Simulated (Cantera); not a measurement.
Input: 1 mol B₂O₃, 5.7 mol NH₃, 33 mol N₂, equilibrated at 29.0 Pa.

Cantera equilibrium calculation (NASA polynomials, part measured and part estimated; ideal gas, pure solids and liquids). Candidate condensed phases: B, BN, B₂O₃, B₃O₃H₃, H₂O; 39 gas species. Mutual solubility and eutectic melting of coexisting phases are not modelled. Equilibrium is a limit: real reactors are often held back by kinetics, nucleation or transport.

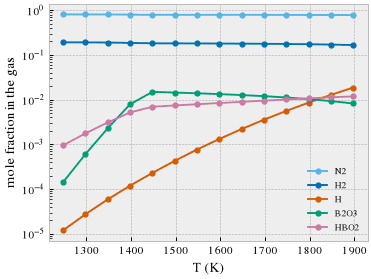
Equilibrium gas composition (values under 1e-9 drawn at 1e-9)

Question: Read off the mole fractions at 1448 K.

Answer: N₂ about 0.79, H₂ about 0.18, B₂O₃ about 0.015, HBO₂ about 0.0070, H about 0.00023.
